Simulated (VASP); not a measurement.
Shape and ions are relaxed at each volume.

Energy against volume of ZnO (wurtzite). Computed with r2SCAN meta-GGA, VASP's PBE PAW potentials (set 64) (plane waves; VASP 6.6.1).

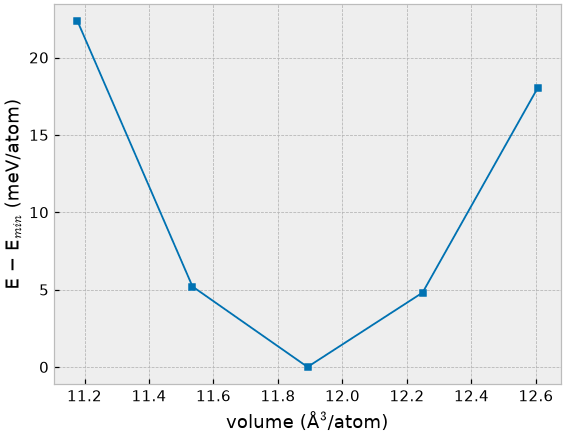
Fig. 1. Energy against volume

Task: Estimate the equilibrium volume and the bulk modulus.

Result: The minimum lies near 11.9 Å³/atom, and the curvature gives B0 of about 150 GPa.

Measured: bulk modulus 143 GPa (computed value off by +4.7 %), as given by Cormac Toher et al., Physical Review Materials (2017), arXiv:1611.05714. The calculation is for a static lattice, while the measured bulk modulus holds thermal and zero-point effects, which are part of the difference.

The compound is ZnO in the wurtzite structure. It was relaxed first.
